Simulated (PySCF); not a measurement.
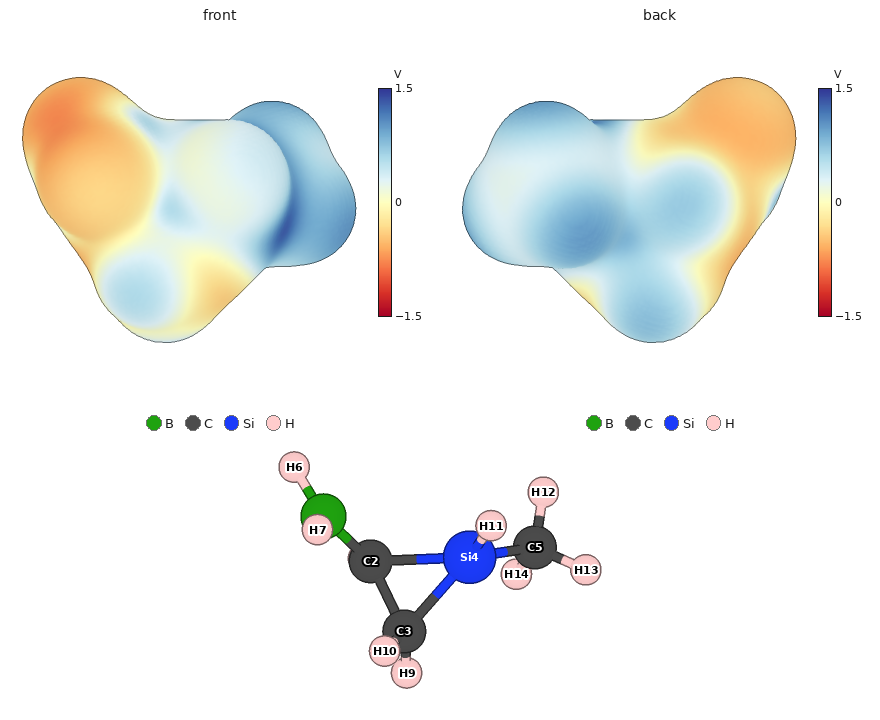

*C3H9BSi. The molecular electrostatic potential painted on the density surface at 0.002 e/bohr³, seen from the front and from behind; the colour scale runs from red (negative) to blue (positive). The bare structure is drawn below in the same view.*

Geometry: GFN2-xTB.

Level of theory: PySCF 2.14.0, PBE0/pcSseg-1, SCF density, gas phase, non-relativistic.

```yaml
atoms:
  - { symbol: B, position_ang: [-1.8020, 1.3825, 0.3755] }
  - { symbol: C, position_ang: [-1.0178, 0.2958, -0.3277] }
  - { symbol: C, position_ang: [-0.8800, -1.1399, 0.2217] }
  - { symbol: Si, position_ang: [0.6643, -0.1308, 0.5254] }
  - { symbol: C, position_ang: [2.1683, -0.3342, -0.6072] }
  - { symbol: H, position_ang: [-1.9749, 2.4189, -0.1468] }
  - { symbol: H, position_ang: [-2.2143, 1.2078, 1.4602] }
  - { symbol: H, position_ang: [-0.9076, 0.3528, -1.4067] }
  - { symbol: H, position_ang: [-0.9018, -1.9268, -0.5212] }
  - { symbol: H, position_ang: [-1.5269, -1.3666, 1.0576] }
  - { symbol: H, position_ang: [0.9484, 0.3682, 1.8640] }
  - { symbol: H, position_ang: [2.6565, 0.6196, -0.7866] }
  - { symbol: H, position_ang: [2.9016, -0.9982, -0.1604] }
  - { symbol: H, position_ang: [1.8856, -0.7495, -1.5700] }
```

Question: Which sites attract a positive test charge, and which a negative one?

Answer: A positive charge is drawn to the negative regions and a negative charge to the positive ones. The most negative region (about −0.7 V, or −16 kcal/mol for a unit charge) lies over H7, the most positive (about +1.2 V, or +28 kcal/mol for a unit charge) over Si4.
